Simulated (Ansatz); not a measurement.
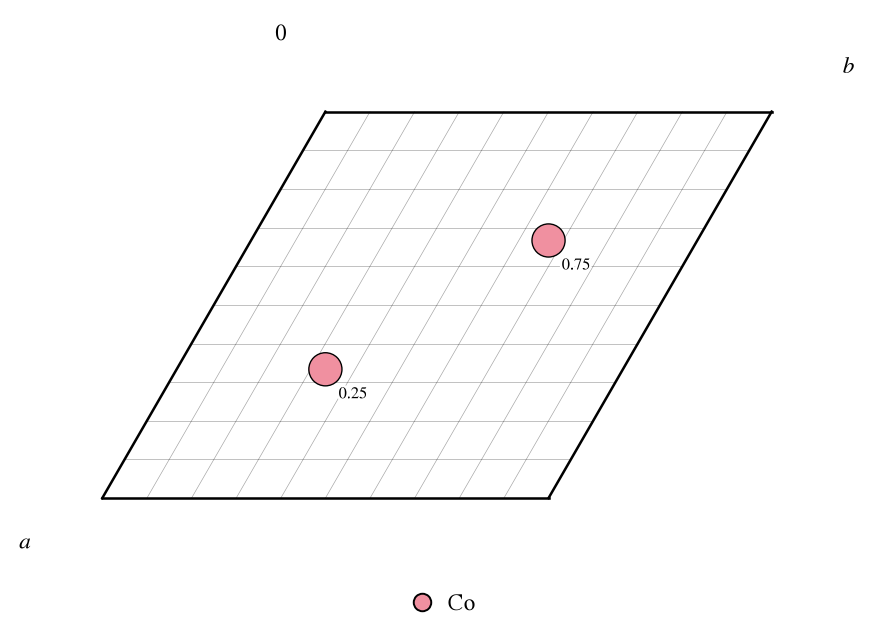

Plan of a unit cell projected along c (a down the page, b across); the numbers are heights as fractions of c, and atoms on the cell's edges are repeated. The grid marks tenths of a and b. Source: the input geometry of an electronic-structure calculation (not necessarily at equilibrium). The drawing is computed from the coordinates (standard cell, symmetry found to 0.002 Å).

a = 2.493 Å, b = 2.493 Å, c = 4.031 Å, α = 90.00°, β = 90.00°, γ = 120.00°.

What does the cell contain?

2 Co: Co, Z = 2.

Which space group?

P6₃/mmc (No. 194), primitive hexagonal.

Give the independent sites, coordinates to two places.

| atom | site | symmetry | x | y | z |
| --- | --- | --- | --- | --- | --- |
| Co | 2d | -6m2 | 0.33 | 0.67 | 0.75 |
